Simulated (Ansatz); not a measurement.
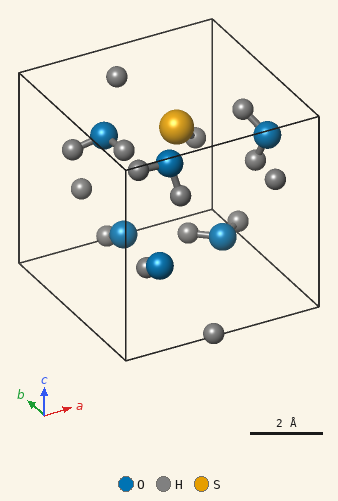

Starting frame of a dynamics run of a periodic cell with 6 H2O + 1 SH2 at 0.984 g/cm³. Style: ball-and-stick. Shown: the simulation cell, from a free direction.

The calculation used Ansatz 0.2.0, DFT PBE, scalar-relativistic, plane waves, PAW.

Input file:
```yaml
crystal:
  lattice:
    - [6.214465, 0.0, 0.0]
    - [0.0, 6.214465, 0.0]
    - [0.0, 0.0, 6.214465]
  atoms:
    - { symbol: O, position: [0.91303647, 0.32588129, 0.76051435] }
    - { symbol: H, position: [0.84661372, 0.43429533, 0.85871832] }
    - { symbol: H, position: [0.87749536, 0.37351151, 0.61408584] }
    - { symbol: O, position: [0.82918348, 0.59264412, 0.11261501] }
    - { symbol: H, position: [0.70982762, 0.69941423, 0.11164305] }
    - { symbol: H, position: [0.95816448, 0.68179117, 0.11197656] }
    - { symbol: O, position: [0.253734, 0.66292635, 0.77103202] }
    - { symbol: H, position: [0.10636365, 0.69063779, 0.72432444] }
    - { symbol: H, position: [0.27079026, 0.50630187, 0.76918981] }
    - { symbol: O, position: [0.34142013, 0.20912926, 0.83271993] }
    - { symbol: H, position: [0.36282544, 0.14324045, 0.69056536] }
    - { symbol: H, position: [0.18341369, 0.21347249, 0.83897485] }
    - { symbol: O, position: [0.21584007, 0.07169124, 0.40096933] }
    - { symbol: H, position: [0.22211399, 0.20582035, 0.32101433] }
    - { symbol: H, position: [0.30988534, -0.02432904, 0.31544235] }
    - { symbol: O, position: [0.46551185, 0.86376741, 0.08887858] }
    - { symbol: H, position: [0.456808, 1.00319141, 0.01224807] }
    - { symbol: H, position: [0.38077722, 0.77265545, -0.01217344] }
    - { symbol: S, position: [0.73214184, 0.84816471, 0.58559423] }
    - { symbol: H, position: [0.87706976, 0.9336247, 0.44426604] }
    - { symbol: H, position: [0.77953424, 1.0095389, 0.72728657] }
basis:
  ecutwfc: 420.0
kpoints:
  mp_grid: { grid: [1, 1, 1] }
hamiltonian:
  xc: pbe
scf:
  occupations: { method: fermi_dirac, width: 0.05 }
  lower_state_search: "off"
md:
  timestep: 0.5
  n_steps: 300
  ensemble: nvt_langevin
  temperature: 350.0
  initial_velocities: maxwell_boltzmann
  seed: 757576
  friction: 0.02
```

Command:
```bash
ansatz run input.yaml --threads 1 --pin off --max-ram 3072MiB --backend cpu --events-out ev --progress --plain --runs-dir out
```

**Predict how the run goes.**

Over the second half the temperature averages 364 K (spread ±79 K). The potential energy in the second half lies on average 25.3 meV per atom above the first frame. In the second half of the run the atoms are, in the root-mean-square, this far from where they began (common drift taken out): H 0.42 Å, O 0.32 Å, S 0.30 Å. The heavy atoms stay within a fraction of a molecule's size of their starting places; so short a run doesn't tell a liquid from a solid.

Along the run (each row but the first and the last is the mean over the interval that it begins):

| time (fs) | potential energy (meV/atom) | T (K) |
| --- | --- | --- |
| 0.0 | 0.0 | 333 |
| 15.0 | 19.2 | 216 |
| 30.0 | 19.7 | 234 |
| 45.0 | 28.9 | 291 |
| 60.0 | 24.9 | 262 |
| 75.0 | 26.2 | 254 |
| 90.0 | 25.7 | 357 |
| 105.0 | 29.0 | 402 |
| 120.0 | 21.7 | 459 |
| 135.0 | 23.9 | 350 |
| 150.0 | 20.5 | 330 |

The paths of the atoms:

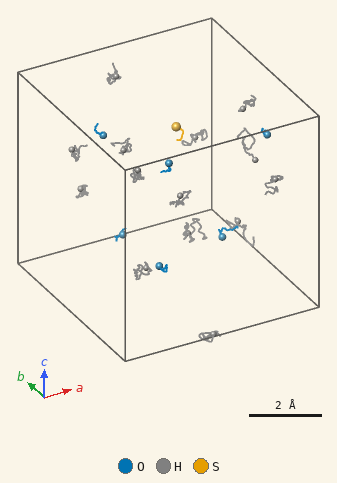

Limits of the set-up: the periodic images lie only 6.2 Å apart, so the values are limited by the cell's size.

The run took about 5 core-minutes on a shared host.
